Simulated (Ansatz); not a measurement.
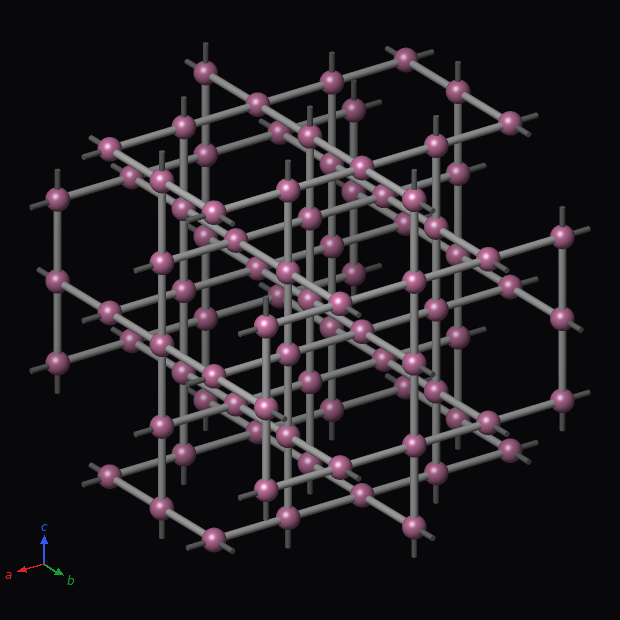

The picture shows a finite piece of the underlying net of a crystal structure, nodes on the atoms' positions. Nodes are coloured by topological kind. Short stubs are edges that leave the cut-out.

Describe the net.

A uninodal 4-connected, three-periodic net. It is the nbo net, known from NbO.

Give point symbol and coordination sequence.

6^4.8^2, sequence 4, 12, 28, 50, 76, 110.

Origin of the net. CsTl3Au3 (space group Pm-3m, No. 221). Coordinates: coordinates from a relaxation with Ansatz, DFT PBE, scalar-relativistic, plane waves, PAW; the starting structure was generated, so it need not be a known form of this composition. Bonds are taken as Au–Tl below 3.5 Å; Cs is left out of the net, as the electropositive filling of the structure; no other contact counts. Atoms with one bond or none are removed and atoms with two bonds are replaced by edges, until no such atom is left. Tl and Au are 4-connected nodes.
